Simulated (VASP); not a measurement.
Consider the following.

```yaml
crystal:
  lattice:
    - [0.00000, 2.04104, 2.04104]
    - [2.04104, 0.00000, 2.04104]
    - [2.04104, 2.04104, 0.00000]
  atoms:
    - { symbol: V, position: [0.00000, 0.00000, 0.00000] }
    - { symbol: N, position: [0.50000, 0.50000, 0.50000] }
```

Level of theory: PBE GGA with D3 dispersion (Becke-Johnson damping), VASP's PBE PAW potentials (set 64) (plane waves; VASP). Numerical set-up: 520 eV cut-off, 17×17×17 Γ-centred mesh, tetrahedra with Blöchl corrections, potentials V_sv N.

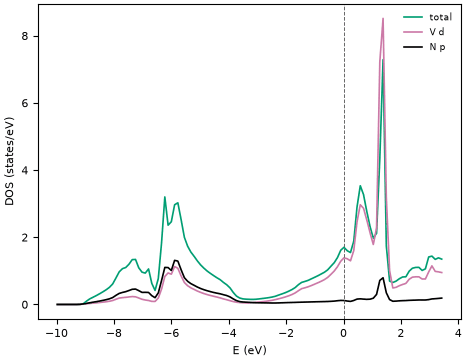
Total and projected density of states, zero at the Fermi level

Within 2 eV below the Fermi level the largest weight inside VASP's projection spheres is V d.

It has no gap at this level: it comes out as a metal or semimetal.

The compound is VN in the rock salt structure, which distorts at low temperature. It was relaxed first. The run is not spin-polarised, so no magnetic state was tried. VASP warned that the highest band is occupied, so more bands are needed.
